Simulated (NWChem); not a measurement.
# One shape, several levels: C4H8O (2-butanone)

Aim: a comparison of 3 runs (TPSSh/pcseg-1, SVWN5/pcseg-1, TPSSh/6-31G**) of C4H8O (2-butanone). 

The results are computed with NWChem 7.3.0.

## (1) The molecule

The species is C4H8O (13 atoms), meant as a singlet with charge 0. As SMILES, `CCC(C)=O`. Geometry: relaxed at PBE0-D4/def2-TZVP. This is one conformer, not always the lowest.

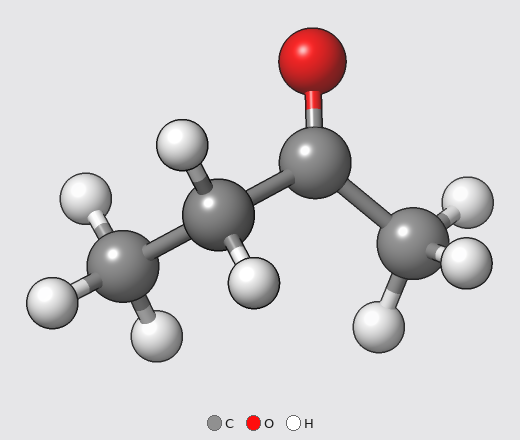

The structure, seen from a chosen angle (carbon grey, oxygen red, hydrogen white).

## (2) Energy and forces at TPSSh/pcseg-1 (run 1)

Contents of c4h8o.xyz:

```xyz
13
C4H8O TPSSh
C     -1.145600     1.128600    -0.438000
C      0.104000     0.866600     0.400200
C      0.917600    -0.253800    -0.206600
C      0.580900    -1.652300     0.236700
O      1.778900    -0.032900    -1.021800
H     -1.729800     1.946300    -0.012200
H     -0.871200     1.401500    -1.458700
H     -1.791800     0.248500    -0.484700
H     -0.181700     0.612400     1.425300
H      0.731300     1.759600     0.423400
H     -0.499800    -1.816400     0.230900
H      0.914800    -1.787200     1.270500
H      1.077500    -2.382200    -0.399800
```

Contents of c4h8o.nw:

```
start c4h8o
title "C4H8O TPSSh"
memory 2200 mb
charge 0
geometry units angstrom noautosym nocenter noautoz
  load c4h8o.xyz
end
basis spherical bse
  * library pcseg-1
end
dft
  xc xctpssh
  grid fine
  convergence energy 1e-08
  maxiter 100
  mulliken
  print low
end
task dft gradient
```

Run with:

```sh
$ nwchem c4h8o.nw > c4h8o.out
```

Standard output:

```text
[...]
 d= 0,ls=0.0,diis     1   -232.3208114862 -4.09D+02  2.02D-02  8.66D-01     5.2
[...]
 d= 0,ls=0.0,diis    11   -232.4340380968 -1.18D-10  6.08D-08  7.52D-11    51.1
         Total DFT energy =     -232.434038096813
      One electron energy =     -664.098250961718
           Coulomb energy =      287.981916203901
    Exchange-Corr. energy =      -33.315760869386
 Nuclear repulsion energy =      176.998057530390
[...]
                         DFT ENERGY GRADIENTS
    atom               coordinates                        gradient
                 x          y          z           x          y          z
   1 C      -2.164870   2.132745  -0.827700    0.001631  -0.001056   0.000458
   2 C       0.196532   1.637637   0.756268    0.000542  -0.000919  -0.000747
   3 C       1.734013  -0.479612  -0.390417    0.009742   0.003278  -0.010823
   4 C       1.097742  -3.122394   0.447298    0.000780   0.001794  -0.001213
   5 O       3.361634  -0.062172  -1.930922   -0.015424  -0.003958   0.014686
   6 H      -3.268848   3.677974  -0.023055    0.001879  -0.002691  -0.001264
   7 H      -1.646329   2.648451  -2.756543   -0.000834  -0.001012   0.003153
   8 H      -3.386011   0.469597  -0.915950    0.002180   0.002682   0.000111
   9 H      -0.343363   1.157268   2.693426    0.000942   0.000288  -0.003376
  10 H       1.381957   3.325162   0.800110   -0.001806  -0.002782  -0.000265
  11 H      -0.944485  -3.432498   0.436338    0.003137   0.001063   0.000163
[...]
```

It took 65 s on 1 thread of Intel Xeon 6975P-C (Granite Rapids), shared host; peak memory 0.12 GiB.

## (3) Energy and gradient at SVWN5/pcseg-1 (run 2)

Contents of run.py:

```python
from ase import Atoms
from ase.calculators.nwchem import NWChem

molecule = Atoms(['C', 'C', 'C', 'C', 'O', 'H', 'H', 'H', 'H', 'H', 'H', 'H', 'H'], positions=[
    [-1.145600, 1.128600, -0.438000],
    [0.104000, 0.866600, 0.400200],
    [0.917600, -0.253800, -0.206600],
    [0.580900, -1.652300, 0.236700],
    [1.778900, -0.032900, -1.021800],
    [-1.729800, 1.946300, -0.012200],
    [-0.871200, 1.401500, -1.458700],
    [-1.791800, 0.248500, -0.484700],
    [-0.181700, 0.612400, 1.425300],
    [0.731300, 1.759600, 0.423400],
    [-0.499800, -1.816400, 0.230900],
    [0.914800, -1.787200, 1.270500],
    [1.077500, -2.382200, -0.399800],
])

calc = NWChem(
    label='c4h8o',
    theory='dft',
    memory='2200 mb',
    basis='pcseg-1',
    basispar='spherical bse',
    dft={'xc': 'slater vwn_5', 'mult': '1', 'grid': 'fine', 'convergence': 'energy 1e-08', 'iterations': '100', 'mulliken': None},
)
molecule.calc = calc

forces = molecule.get_forces()
print(f"energy = {molecule.get_potential_energy():.6f} eV")
print("forces (eV/A):")
for s, f in zip(molecule.symbols, forces):
    print(f"{s:2s} {f[0]:10.5f} {f[1]:10.5f} {f[2]:10.5f}")
print("dipole (e A):", molecule.get_dipole_moment().round(4))
```

Run with:

```sh
$ export ASE_NWCHEM_COMMAND="nwchem PREFIX.nwi > PREFIX.nwo"
$ python run.py
```

Standard output:

```text
energy = -6269.476653 eV
forces (eV/A):
C     0.58909   -0.13226    0.41590
C    -0.28966   -0.41595   -0.59320
C    -0.61167   -0.20188    0.63604
C     0.07456    0.67913   -0.16537
O     0.61336    0.18080   -0.61079
H    -0.28133    0.37913    0.17828
H     0.13478    0.13246   -0.49319
H    -0.31583   -0.42284   -0.02695
H    -0.13709   -0.11467    0.50455
H     0.33707    0.42063   -0.00226
H    -0.52286   -0.08721    0.01265
H     0.14727   -0.07446    0.46866
H     0.26225   -0.34283   -0.32427
dipole (e A): [-0.4535 -0.082   0.3865]
```

The calculator wrote c4h8o.nwi:

```
title "c4h8o"

permanent_dir c4h8o

scratch_dir c4h8o

start c4h8o

geometry units angstrom nocenter noautosym noautoz
  C  -1.1456000000000000e+00 1.1286000000000000e+00 -4.3800000000000000e-01
  C  1.0400000000000000e-01 8.6660000000000004e-01 4.0020000000000000e-01
  C  9.1759999999999997e-01 -2.5380000000000003e-01 -2.0660000000000001e-01
  C  5.8089999999999997e-01 -1.6523000000000001e+00 2.3669999999999999e-01
  O  1.7788999999999999e+00 -3.2899999999999999e-02 -1.0218000000000000e+00
  H  -1.7298000000000000e+00 1.9462999999999999e+00 -1.2200000000000001e-02
  H  -8.7119999999999997e-01 1.4015000000000000e+00 -1.4587000000000001e+00
  H  -1.7918000000000001e+00 2.4850000000000000e-01 -4.8470000000000002e-01
  H  -1.8170000000000000e-01 6.1240000000000006e-01 1.4253000000000000e+00
  H  7.3129999999999995e-01 1.7596000000000001e+00 4.2340000000000000e-01
  H  -4.9980000000000002e-01 -1.8164000000000000e+00 2.3089999999999999e-01
  H  9.1479999999999995e-01 -1.7871999999999999e+00 1.2705000000000000e+00
  H  1.0774999999999999e+00 -2.3822000000000001e+00 -3.9979999999999999e-01
end

memory 2200 mb

basis spherical bse noprint
   * library pcseg-1
end

dft
  xc slater vwn_5
  mult 1
  grid fine
  convergence energy 1e-08
  iterations 100
  mulliken
end

task dft gradient
```

c4h8o.nwo:

```text
Northwest Computational Chemistry Package (NWChem) 7.3.0
             --------------------------------------------------------

           Job information
           ---------------

    nwchem branch   = 7.3.0
    use scalapack   = T
    input           = c4h8o.nwi
    prefix          = c4h8o.
    data base       = c4h8o/c4h8o.db
    status          = startup
    nproc           =        1

           Memory information
           ------------------

[... 5 lines left out ...]
    hardfail = no
[... 113 lines left out ...]
  convergence criterion.
[... 38 lines left out ...]
          Spatial weights used:  Erf1
[... 32 lines left out ...]
 1-e energy   =    -658.923787
[... 44 lines left out ...]
           Coulomb energy =      287.846003434668
[... 843 lines left out ...]
          Convergence on density requested:  1.00D-05
[... 24 lines left out ...]
          total energy or number of iterations.
[... 36 lines left out ...]
                 ----------------------------------------
                 |  Time  |  1-e(secs)   |  2-e(secs)   |
                 ----------------------------------------
                 |  CPU   |       0.02   |       3.49   |
                 ----------------------------------------
                 |  WALL  |       0.02   |       3.49   |
                 ----------------------------------------

 Task  times  cpu:       26.5s     wall:       26.5s
 Total times  cpu:       26.6s     wall:       26.6s
```

Run time: 28 s. Hardware: 1 thread of Intel Xeon 6975P-C (Granite Rapids), shared host; peak memory 0.12 GiB.

## (4) Energy and gradient at TPSSh/6-31G(d,p) (spherical functions) (run 3)

Contents of mymol.nw:

```
start mymol
title "C4H8O"
memory 2200 mb
charge 0

geometry noautosym nocenter noautoz
  C       -1.145600       1.128600      -0.438000
  C        0.104000       0.866600       0.400200
  C        0.917600      -0.253800      -0.206600
  C        0.580900      -1.652300       0.236700
  O        1.778900      -0.032900      -1.021800
  H       -1.729800       1.946300      -0.012200
  H       -0.871200       1.401500      -1.458700
  H       -1.791800       0.248500      -0.484700
  H       -0.181700       0.612400       1.425300
  H        0.731300       1.759600       0.423400
  H       -0.499800      -1.816400       0.230900
  H        0.914800      -1.787200       1.270500
  H        1.077500      -2.382200      -0.399800
end

basis spherical bse
  C library 6-31G**
  O library 6-31G**
  H library 6-31G**
end

dft
  xc xctpssh
  grid fine
  convergence energy 1e-08
  maxiter 100
  mulliken
end

task dft gradient
```

Run with:

```sh
$ nwchem mymol.nw > mymol.out
```

Standard output:

```text
[...]
          Wavefunction type:  closed shell.
          No. of atoms     :    13
          No. of electrons :    40
[...]
          Charge           :     0
          Spin multiplicity:     1
[...]
          AO basis - number of functions:   110
[...]
              XC Information
              --------------
                  TPSS hybrid Method XC Functional
                     Hartree-Fock (Exact) Exchange  0.100
                  TPSS metaGGA Exchange Functional  0.900
             TPSS03 metaGGA Correlation Functional  1.000
[...]
 d= 0,ls=0.0,diis     1   -232.3635850405 -4.09D+02  1.95D-02  9.36D-01     4.4
[...]
 d= 0,ls=0.0,diis    11   -232.4847200681 -7.85D-11  5.50D-08  4.68D-11    42.1
         Total DFT energy =     -232.484720068088
      One electron energy =     -664.393499083214
           Coulomb energy =      288.266847109403
    Exchange-Corr. energy =      -33.356125624667
 Nuclear repulsion energy =      176.998057530390
[...]
      Total Density - Mulliken Population Analysis
     ---------------------------------------------
    Atom       Charge   Shell Charges
 -----------   ------   -------------------------------------------------------
    1 C    6     6.37   2.00  0.65  2.10  0.63  0.96  0.03
    2 C    6     6.29   2.00  0.66  2.11  0.61  0.88  0.04
    3 C    6     5.59   2.00  0.70  1.94  0.40  0.46  0.09
    4 C    6     6.44   2.00  0.66  2.12  0.63  1.00  0.03
    5 O    8     8.41   2.00  0.92  2.86  0.96  1.65  0.03
    6 H    1     0.87   0.53  0.32  0.01
    7 H    1     0.86   0.53  0.31  0.01
    8 H    1     0.88   0.54  0.33  0.01
    9 H    1     0.88   0.54  0.33  0.01
   10 H    1     0.85   0.53  0.31  0.01
[...]
  wavefunction    = closed shell
[...]
```

Wall time 53 s (1 thread of Intel Xeon 6975P-C (Granite Rapids), shared host); peak memory 0.12 GiB.

## (5) All runs side by side

| run | level | energy (Eh) | largest force (eV/Å) | wall time |
| --- | --- | --- | --- | --- |
| 1 | TPSSh/pcseg-1 | -232.434038 | 1.114 | 65 s |
| 2 | SVWN5/pcseg-1 | -230.399019 | 0.905 | 28 s |
| 3 | TPSSh/6-31G** (spherical functions) | -232.484720 | 1.346 | 53 s |

## (6) Summary of results

```
                       quantity          value
            run 3: total energy  -232.48472 Eh
           run 3: dipole moment         2.71 D
             run 3: HOMO energy       -5.90 eV
             run 3: LUMO energy       -0.54 eV
           run 3: HOMO–LUMO gap        5.36 eV
run 3: largest force on an atom     1.346 eV/Å
```

**Reading.** Totals of different functionals can't be ranked against each other. All runs together took 2.4 min, the longest 65 s.
